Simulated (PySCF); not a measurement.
# C₂H₃Si (SMILES C#C[SiH2-]) (charge −1): what the fields show

```xyz
6

C    -3.6792   -0.3768   -1.5306
C    -2.5689    0.1346   -1.6586
Si   -0.7800    0.6970   -1.9525
H    -4.6538   -0.8101   -1.4128
H    -0.5883    1.3316   -0.5598
H    -1.1488    2.0298   -2.6357
```

Geometry: PBE0-D3(BJ)/def2-SVPD.

Theory: Gaussian-basis quantum chemistry of an isolated molecule with PySCF, energy and nuclear gradient, functional PBE0 in PySCF.

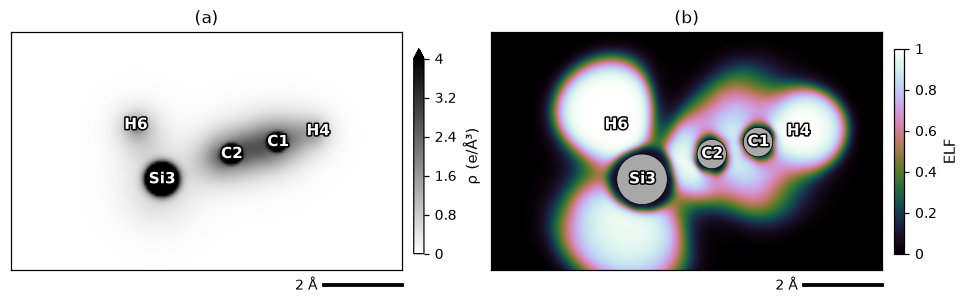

Figure 1. (a) total electron density; (b) ELF on the plane of atoms C2, Si3 and H6. Grey discs cover the atomic cores in the ELF map.

Interpret the plot.

- The plane passes through C, Si and H nuclei.
- C–C (1.23 Å): the density is about 2.7 e/Å³ at the midpoint; the ELF peaks at about 0.85 between the atoms; a short, multiple covalent bond.
- C–Si (1.90 Å): the density is about 0.83 e/Å³ at the midpoint; the ELF peaks at about 0.95 between the atoms; localised, covalent bonding.
- C–H (1.07 Å): ρ at the midpoint is about 2 e/Å³; the ELF climbs to about 1 towards the hydrogen, as it does in any bond to H (a covalent bond by its length).
- Si–H (1.54 Å): the density is about 0.69 e/Å³ at the midpoint; the ELF climbs to about 1 towards the hydrogen.
- The ELF also peaks beside Si3, away from the bonds: lone-pair regions.

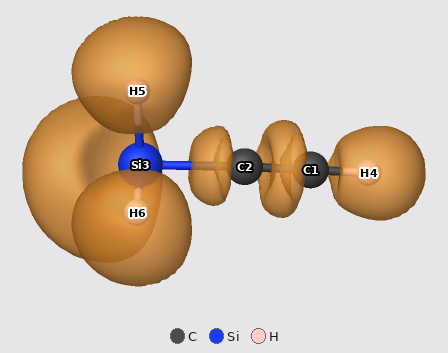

Figure 2. Isosurface of the electron localisation function at 0.8 (orange), seen at a tilt. Only the valence region is drawn (cores and ρ < 0.01 e/Å³ removed).

Identify the bonds, lone pairs and shells in this picture.

At this value the surface marks out one region between bonded C–C atoms (shared pairs), one region between bonded C–Si atoms (shared pairs), three regions around hydrogen nuclei and one lobe on Si, pointing away from the bonds (lone pairs).

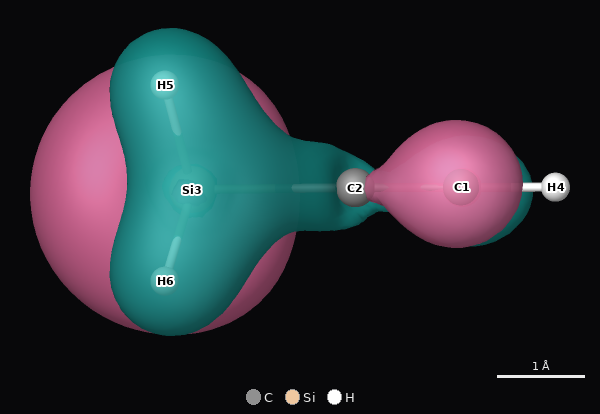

Figure 3. The HOMO at ±0.1 Å⁻³ᐟ² (teal and pink are the two phases), seen across its widest extent.

Where does this orbital lie, and at what energy?

By Hirshfeld shares it lies mainly on Si3 (about 70 %), C1 (about 10 %), H5 (about 5 %) and H6 (about 5 %). Its energy is −0.22 eV.
